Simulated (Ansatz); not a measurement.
# CHGe (quartet): RPA-PBE over vertical spin and charge gaps, cc-pVTZ

How well do these functionals follow the top wave-function level for CHGe (quartet) over vertical spin and charge gaps?

Computed with Ansatz 0.2.0, Gaussian basis. Level: cc-pVTZ, all electrons in the functionals, frozen cores in the correlation of double hybrids and RPA.

To be run: RPA-PBE, at charge 0, quartet; charge 0, doublet; charge 0, sextet; charge 1, triplet; charge 1, quintet.

5 further runs of the same task are left out: 5 set aside as unsound or not needed.

**1. The geometry**

The geometry is a PBE0/def2-TZVP stationary point (not a proven minimum). No spin-orbit coupling is included. The filled d shell of Ge may be among the frozen orbitals whatever the setting's name suggests; the logs give the count.

3 atoms, charge 0, spin multiplicity 4.

Atoms are counted from 1 here; the program's logs count them from 0.

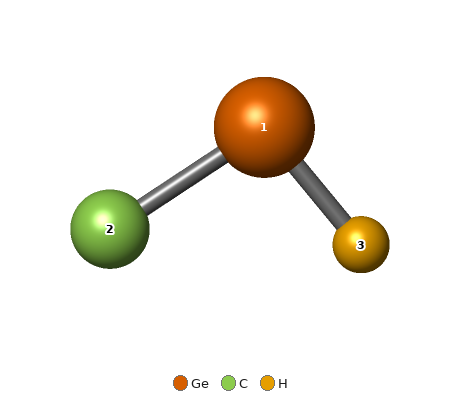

The structure; germanium orange, carbon green, hydrogen amber; atoms are numbered from 1 in the order of the file.

No dispersion term is added.

The geometry shown and the zero of energy belong to the point charge 0, quartet. The yardstick, UCCSDT(Q), and other wave-function levels (R restricted, U unrestricted, valence and pair active spaces) come from earlier runs.

**2. RPA-PBE, charge 0, quartet**

Input file in.yaml:

```yaml
crystal:
  periodic: [false, false, false]
  atoms:
    - {symbol: Ge, position_ang: [0.000000, -0.030607, 0.269863]}
    - {symbol: C, position_ang: [0.000000, 0.054648, -1.674902]}
    - {symbol: H, position_ang: [0.000000, 1.554553, 0.509831]}
basis:
  gaussian: {orbitals: cc-pVTZ}
magnetization: {spin_polarized: true, initial_magnetization: 3}
hamiltonian: {xc: {name: PBE}}
correlation: {method: rpa, electrons: outside_noble_gas}
```

On the command line:

```
> ansatz run in.yaml --threads 1 --pin off --events-out ev --progress --plain --max-ram 2560MiB --backend cpu
```

The log of the run:

```text
Functional definition: PBE
  name "PBE"
  cite "Perdew, Burke & Ernzerhof, Phys. Rev. Lett. 77, 3865 (1996) doi:10.1103/PhysRevLett.77.3865"
  parent pbe
  parameter kappa = 0.804
  parameter beta = 0.06672455060314922
  exchange = pbe_x(kappa = kappa, mu = beta*pi^2/3)
  correlation = pbe_c(beta = beta)
540 factors; integrals over basis functions are off by at most 1.2e-3 eV
mean field evaluation 1: about -57551.4924 eV, gradient 2.9e1 eV
mean field evaluation 2: about -57551.4876 eV, gradient 2.9e1 eV
mean field evaluation 4: about -57555.2595 eV, gradient 1.0e1 eV
mean field evaluation 8: about -57556.3453 eV, gradient 2.1e-1 eV
mean field evaluation 16: about -57556.3453 eV, gradient 7.1e-5 eV
mean field evaluation 32: about -57554.5419 eV, gradient 3.1e-1 eV
mean field evaluation 64: about -57555.0552 eV, gradient 2.4e0 eV
mean field evaluation 96: about -57545.1200 eV, gradient 1.3e1 eV
mean field -57556.34525422 eV, -2115.1566750007 hartree, gradient 5.4e-6 eV, S^2 3.754712; 9 other end points of the search recorded, 0 dependent functions left out
15 core orbitals not correlated: weight in the atoms' cores, before any rotation towards them, 0.998 or more for the frozen orbitals, at most 0.001 for the correlated occupied ones
reference -57515.29865657 eV, -2113.6482403593 hartree; 6, 3 occupied and 66, 69 virtual orbitals, 540 factors
Total energy: -57525.56882691 eV, -2114.0256621578 hartree
```

Wall time 8 s (1 thread of AMD EPYC 7R13, shared host).

From the report: ⟨S²⟩ of the determinant 3.755 (pure quartet: 3.75).

**3. RPA-PBE, charge 0, doublet**

Changes to in.yaml since step 2:

```diff
@@ -8,3 +8,3 @@
   gaussian: {orbitals: cc-pVTZ}
-magnetization: {spin_polarized: true, initial_magnetization: 3}
+magnetization: {spin_polarized: true, initial_magnetization: 1}
 hamiltonian: {xc: {name: PBE}}
```

The command is unchanged.

The log of the run (excerpt; [...] marks lines left out):

```text
Functional definition: PBE
  name "PBE"
  cite "Perdew, Burke & Ernzerhof, Phys. Rev. Lett. 77, 3865 (1996) doi:10.1103/PhysRevLett.77.3865"
  parent pbe
[...]
540 factors; integrals over basis functions are off by at most 1.2e-3 eV
[...]
mean field -57556.58228707 eV, -2115.1653857971 hartree, gradient 4.1e-6 eV, S^2 1.076847; 11 other end points of the search recorded, 0 dependent functions left out
15 core orbitals not correlated: weight in the atoms' cores, before any rotation towards them, 0.998 or more for the frozen orbitals, at most 0.001 for the correlated occupied ones
reference -57514.47796966 eV, -2113.6180806717 hartree; 5, 4 occupied and 67, 68 virtual orbitals, 540 factors
Total energy: -57525.78564949 eV, -2114.0336302407 hartree
```

Run time: 27 s. Hardware: 1 thread of AMD EPYC 7R13, shared host.

From the report: ⟨S²⟩ of the determinant 1.077 (pure doublet: 0.75).

From charge 0, quartet: -5.0 kcal/mol.

**4. RPA-PBE, charge 0, sextet**

Changes to in.yaml since step 3:

```diff
@@ -8,3 +8,3 @@
   gaussian: {orbitals: cc-pVTZ}
-magnetization: {spin_polarized: true, initial_magnetization: 1}
+magnetization: {spin_polarized: true, initial_magnetization: 5}
 hamiltonian: {xc: {name: PBE}}
```

Launched as before.

The log of the run (excerpt; [...] marks lines left out):

```text
Functional definition: PBE
  name "PBE"
  cite "Perdew, Burke & Ernzerhof, Phys. Rev. Lett. 77, 3865 (1996) doi:10.1103/PhysRevLett.77.3865"
  parent pbe
[...]
541 factors; integrals over basis functions are off by at most 1.2e-3 eV
[...]
mean field -57553.26534299 eV, -2115.0434903504 hartree, gradient 1.7e-6 eV, S^2 8.753797; 0 other end points of the search recorded, 0 dependent functions left out
15 core orbitals not correlated: weight in the atoms' cores, before any rotation towards them, 0.998 or more for the frozen orbitals, at most 0.001 for the correlated occupied ones
reference -57513.82650119 eV, -2113.5941396470 hartree; 7, 2 occupied and 65, 70 virtual orbitals, 541 factors
Total energy: -57522.62111466 eV, -2113.9173357309 hartree
```

It took 2.8 s on 1 thread of AMD EPYC 7R13, shared host.

From the report: ⟨S²⟩ of the determinant 8.754 (pure sextet: 8.75).

From charge 0, quartet: +68.0 kcal/mol.

**5. RPA-PBE, charge 1, triplet**

Changes to in.yaml since step 4:

```diff
@@ -8,3 +8,4 @@
   gaussian: {orbitals: cc-pVTZ}
-magnetization: {spin_polarized: true, initial_magnetization: 5}
+total_charge: 1
+magnetization: {spin_polarized: true, initial_magnetization: 2}
 hamiltonian: {xc: {name: PBE}}
```

The command is unchanged.

The log of the run (excerpt; [...] marks lines left out):

```text
Functional definition: PBE
  name "PBE"
  cite "Perdew, Burke & Ernzerhof, Phys. Rev. Lett. 77, 3865 (1996) doi:10.1103/PhysRevLett.77.3865"
  parent pbe
[...]
540 factors; integrals over basis functions are off by at most 1.2e-3 eV
[...]
mean field -57547.90633695 eV, -2114.8465505109 hartree, gradient 3.2e-6 eV, S^2 2.022232; 5 other end points of the search recorded, 0 dependent functions left out
15 core orbitals not correlated: weight in the atoms' cores, before any rotation towards them, 0.998 or more for the frozen orbitals, at most 0.001 for the correlated occupied ones
reference -57506.65246199 eV, -2113.3304985692 hartree; 5, 3 occupied and 67, 69 virtual orbitals, 540 factors
Total energy: -57516.95840046 eV, -2113.7092348221 hartree
```

It took 9.6 s on 1 thread of AMD EPYC 7R13, shared host.

From the report: ⟨S²⟩ of the determinant 2.022 (pure triplet: 2.00).

From charge 0, quartet: +198.6 kcal/mol.

**6. RPA-PBE, charge 1, quintet**

Changes to in.yaml since step 5:

```diff
@@ -9,3 +9,3 @@
 total_charge: 1
-magnetization: {spin_polarized: true, initial_magnetization: 2}
+magnetization: {spin_polarized: true, initial_magnetization: 4}
 hamiltonian: {xc: {name: PBE}}
```

Same command.

The log of the run (excerpt; [...] marks lines left out):

```text
Functional definition: PBE
  name "PBE"
  cite "Perdew, Burke & Ernzerhof, Phys. Rev. Lett. 77, 3865 (1996) doi:10.1103/PhysRevLett.77.3865"
  parent pbe
[...]
540 factors; integrals over basis functions are off by at most 1.2e-3 eV
[...]
mean field -57546.33540183 eV, -2114.7888197100 hartree, gradient 5.7e-6 eV, S^2 6.004589; 0 other end points of the search recorded, 0 dependent functions left out
15 core orbitals not correlated: weight in the atoms' cores, before any rotation towards them, 0.998 or more for the frozen orbitals, at most 0.001 for the correlated occupied ones
reference -57506.73633366 eV, -2113.3335807962 hartree; 6, 2 occupied and 66, 70 virtual orbitals, 540 factors
Total energy: -57515.39589070 eV, -2113.6518136477 hartree
```

It took 2.2 s on 1 thread of AMD EPYC 7R13, shared host.

From the report: ⟨S²⟩ of the determinant 6.005 (pure quintet: 6.00).

From charge 0, quartet: +234.6 kcal/mol.

**7. The comparison**

The yardstick is UCCSDT(Q), where the cluster series has nearly closed. It comes from earlier runs at the same points. Energies in kcal/mol, counted from charge 0, quartet; blanks weren't run or aren't comparable.

| level | quartet to doublet | quartet to sextet | ionisation to the triplet cation | ionisation to the quintet cation |
| --- | --- | --- | --- | --- |
| UCCSDT(Q) |  | 64.0 |  | 228.6 |
| RPA-PBE | -5.0 | 68.0 | 198.6 | 234.6 |

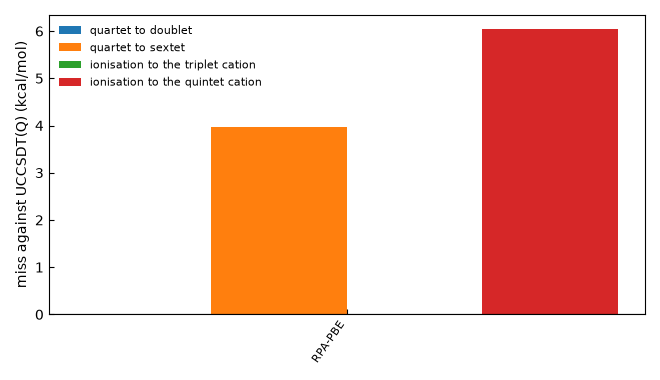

Misses of the gaps against UCCSDT(Q).

Largest miss and mean time a point (UCCSDT(Q) took 11 s a point; shared hosts):

| level | largest miss (kcal/mol) | where | time a point |
| --- | --- | --- | --- |
| RPA-PBE | +6.0 | ionisation to the quintet cation | 9.8 s |

**8. Results**

| quantity | value |
| --- | --- |
| quartet to sextet, UCCSDT(Q) | 64.0 kcal/mol |
| ionisation to the quintet cation, UCCSDT(Q) | 228.6 kcal/mol |
| largest miss, RPA-PBE | +6.0 kcal/mol (ionisation to the quintet cation) |

Misses are known at 2 of 4 points at best, and only functionals with that many are ranked. RPA-PBE strays by up to 6.0 kcal/mol, at ionisation to the quintet cation. RPA-PBE clearly breaks the spin symmetry at some points (⟨S²⟩ up to 0.33 above the pure value), so energy there is bought with a mixed spin. Functionals and the yardstick converge differently with the basis, so part of each miss in cc-pVTZ is the basis.
